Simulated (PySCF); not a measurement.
System: ZrS (triplet).

```xyz
2

Zr    0.0000    0.0000   -0.5737
S     0.0000    0.0000    1.6133
```

Core potentials replace the inner electrons of Zr.

These are results of PBE0/def2-TZVPP, non-relativistic Hamiltonian with scalar-relativistic core potentials where named, at a bond length of 2.187 Å in PySCF, not measurements.

### What can the converged electron density, electron localisation function and spin density tell about the bonding?

Zr–S (2.19 Å): ρ is about 0.92 e/Å³ halfway; the ELF peaks at about 0.80 in the valence shell of S, 0.8 Å from its nucleus, and is about 0.45 at the midpoint.
The unpaired spin (2 electrons) lies mostly on Zr1 (about 2.1), in electrons by Hirshfeld's partition, with opposite, polarisation-induced spin on S2.

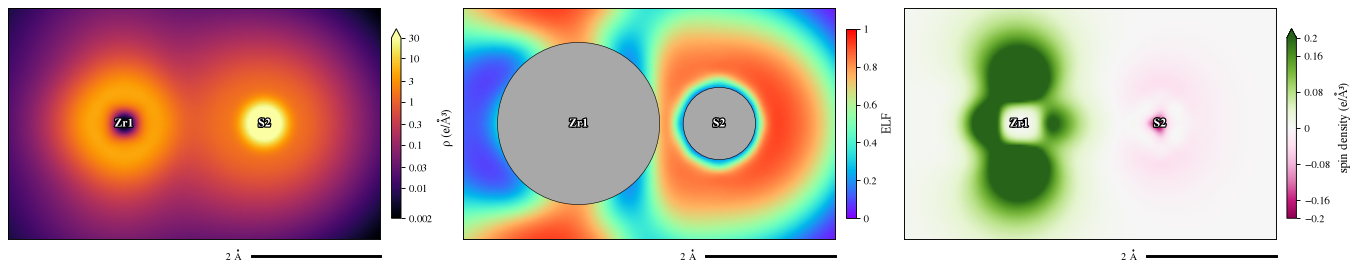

Computed electron density, electron localisation function and spin density on a plane that holds the molecular axis, in this order. Grey discs cover the atomic cores in the ELF map. 
